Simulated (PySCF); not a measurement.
Molecule: Mg(H)(GeH3), SMILES [MgH][GeH3] (H4GeMg). Atoms near the plane z = 1.2 Å, at the PBE0/def2-SVP optimised geometry (x, y, z in Å): Mg1 (-0.8, 0.0, 0.0), H2 (-2.5, 0.0, 0.0), Ge3 (1.8, 0.0, 0.0), H4 (2.5, 0.1, 1.4).

Calculation: PBE0/def2-TZVP (PySCF). The values are rescaled to run from 0 to 1.

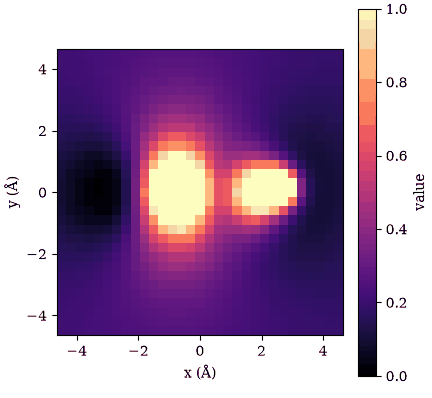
Figure. a field on the plane z = 1.2 Å.

**Question.** Which quantity is mapped?
A. electrostatic potential
B. deformation density (molecule minus spherical neutral atoms)
C. log10 of the electron density
D. Laplacian of the electron density

**Answer.** A, electrostatic potential. In full: electrostatic potential (hartree/e), clipped to [-0.08, 0.12].
